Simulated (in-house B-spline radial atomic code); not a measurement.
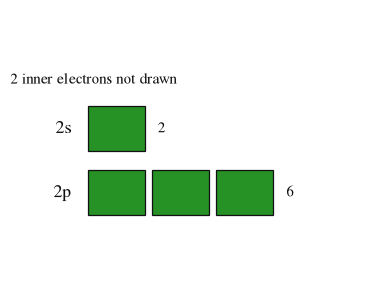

Figure 1. The outer shells of the closed core: a box for each of the 2l + 1 orbitals, shaded by the share of the shell that is filled, with the electron count at the right.

Many-body perturbation calculation for Cr¹²⁺

- system: Cr¹²⁺, core [He] 2s2 2p6.
- method: configuration interaction of two valence electrons with many-body perturbation theory for the core (screened one- and two-electron correlation potentials), Breit and QED, no-pair Dirac, B-spline basis (in-house B-spline radial atomic code)

## Input
```
basis_form = 3
Z = 24
core_configuration = [He] 2s2 2p6
rms_radius = 3.6452
mass_number = 52
speed_of_light = 137.035999084
box_radius = 6.429
lmax = 6
intervals = 61
virtual_cutoff = 1152.0
```

Launched within a batch (the task file carries these settings):
```bash
python <driver script> task.json out
```

The program writes its results to a structured record and prints no log; tables and figures of this report are taken from that record.

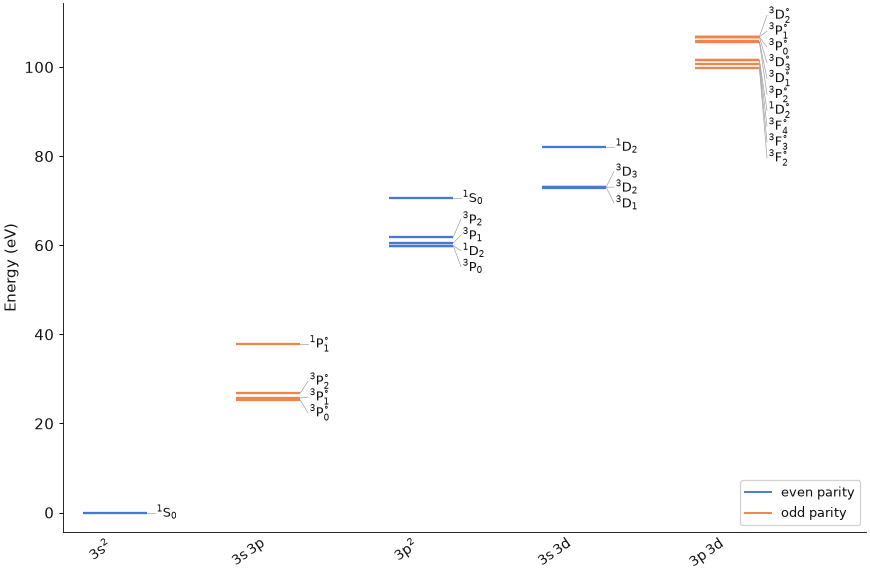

Figure 2. Levels of Cr¹²⁺, two electrons outside the core [He] 2s² 2p⁶. CI+MBPT: configuration interaction in the frozen-core Dirac–Hartree–Fock potential with screened core-valence correlation, Breit and QED terms; computed with a B-spline radial code. The lowest level is 3s² ¹S₀. The first excited level, 3s 3p ³P°₀, lies at 25.2 eV. It is also the lowest level of opposite parity. The ionisation energy is 354.2 eV, against 353.8 eV from CI without core-valence correlation and a semi-empirical value of 354.7 eV.

```csv
Level,E (eV)
3s² ¹S₀,0
3s 3p ³P°₀,25.22
3s 3p ³P°₁,25.71
3s 3p ³P°₂,26.84
3s 3p ¹P°₁,37.79
3p² ³P₀,59.78
3p² ¹D₂,59.90
3p² ³P₁,60.53
3p² ³P₂,61.89
3p² ¹S₀,70.63
3s 3d ³D₁,72.94
3s 3d ³D₂,73.01
3s 3d ³D₃,73.12
3s 3d ¹D₂,82.16
3p 3d ³F°₂,99.79
3p 3d ³F°₃,100.6
```

## Key numbers

| quantity | value |
| --- | --- |
| outcome | converged |
| hardware | 1 CPU thread, shared host |
| wall time | 45 s |
